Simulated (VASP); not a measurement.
Shape and ions are relaxed at each volume.

Energy against volume of Tc (hcp). These are AM05 GGA, VASP's PBE PAW potentials (set 64) (plane waves; VASP) values and carry that method's errors.

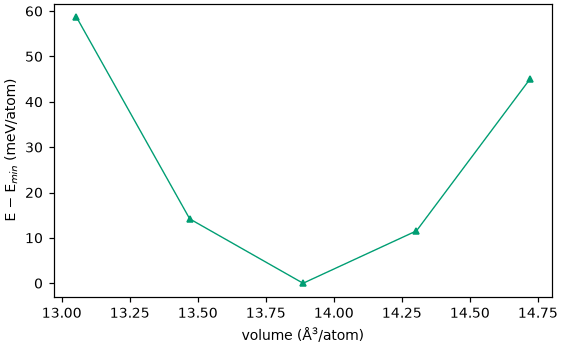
*Energy against volume*

**Question.** Estimate the equilibrium volume and the bulk modulus.

**Answer.** The minimum lies near 13.9 Å³/atom, and the curvature gives B0 of about 330 GPa.

Measured: bulk modulus 303 GPa at 0 K (computed value off by +8.3 %), as given by Vázquez-Parga, Fernández-Martínez, Viñes, J. Chem. Theory Comput. (2023), doi:10.1021/acs.jctc.3c00612, Supporting … [zero-point energy and finite temperature contributions removed].

The compound is Tc in the hcp structure. It was relaxed first.
